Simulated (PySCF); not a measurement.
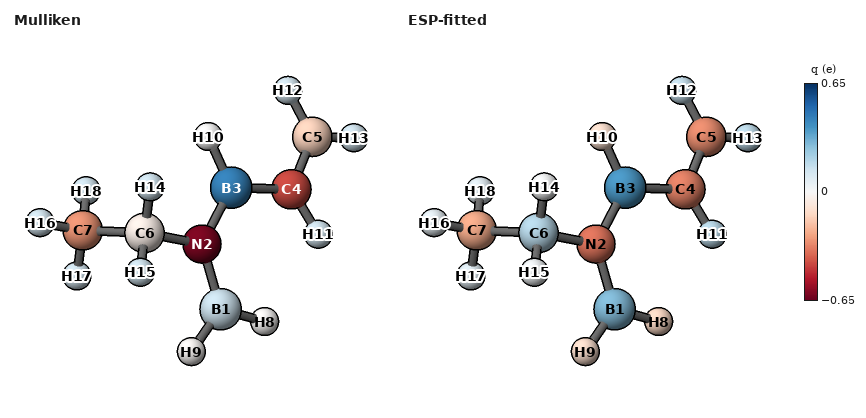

Atomic charges of one calculation by 2 schemes, on one colour scale. Computed geometry: GFN2-xTB optimisation. No frequency run is at hand to confirm it as a minimum. Method: PBE0/pcSseg-1 (PySCF 2.14.0).

Question. On which atom do the schemes disagree most?

Answer. On N2 (from −0.61 to −0.35 e).

List the charges (e), one line for each set of equivalent atoms.

| atom | Mulliken | ESP-fitted |
| --- | --- | --- |
| B1 | 0.13 | 0.28 |
| N2 | −0.61 | −0.35 |
| B3 | 0.44 | 0.37 |
| C4 | −0.42 | −0.32 |
| C5 | −0.15 | −0.30 |
| C6 | −0.04 | 0.18 |
| C7 | −0.29 | −0.24 |
| H8 | −0.01 | −0.13 |
| H9 | −0.01 | −0.11 |
| H10 | 0.00 | −0.11 |
| H11 | 0.12 | 0.18 |
| H12 | 0.12 | 0.15 |
| H13 | 0.12 | 0.16 |
| H14 | 0.12 | 0.01 |
| H15 | 0.12 | 0.02 |
| H16 | 0.12 | 0.06 |
| H17 | 0.12 | 0.08 |
| H18 | 0.12 | 0.07 |

The geometry is semi-empirical. Around B such bond lengths and angles can be off by a tenth of an ångström or more and by several degrees, and values that hang on the shape move with them.
